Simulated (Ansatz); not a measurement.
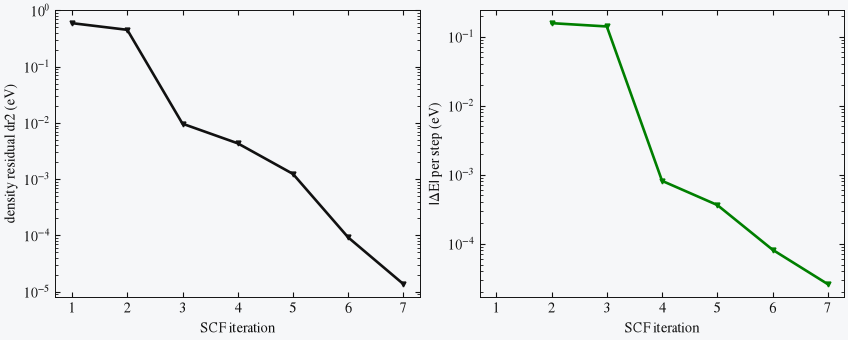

The plot shows the SCF iterations of a calculation: density residual dr2, step-to-step change of the Harris–Foulkes energy. The starting density is a sum of atomic densities corrected by a trained network.

LuSc4O (6 atoms in the cell), run with Ansatz.

```
crystal:
  lattice:
    - [2.6321421858, -6.1686398083, 0.0]
    - [2.6321421858, 6.1686398083, 0.0]
    - [0.0, 0.0, 5.3471625812]
  atoms:
    - { symbol: Lu, position: [0.0, 0.0, 0.5] }
    - { symbol: Sc, position: [0.3486031936, 0.6513968064, 0.0] }
    - { symbol: Sc, position: [0.6513968064, 0.3486031936, 0.0] }
    - { symbol: Sc, position: [0.0, 0.5, 0.5] }
    - { symbol: Sc, position: [0.5, 0.0, 0.5] }
    - { symbol: O, position: [0.5, 0.5, 0.0] }
  symmetry: { detect: false }
basis:
  ecutwfc: 420
kpoints:
  mp_grid: { grid: [8, 8, 8] }
hamiltonian:
  xc: r2scan
scf:
  occupations: { method: gaussian, width: 0.1 }
  convergence: { dr2_threshold: 1.0e-05 }
output:
  forces: true
  eigenvalues: true
  stress: true
```

Command:
```bash
ansatz run input.yaml --threads 1 --pin off --max-ram 2560MiB --backend cpu --events-out ev --progress --plain --runs-dir out
```

Q: Did the calculation converge?

A: It was still iterating, at step 7, when the time limit ended it. The residual is still falling at the last step (down to 1.4 × 10⁻⁵).

Q: What is the residual at the start and at the end?

A: It starts near 0.6 and ends near 10⁻⁵ eV.
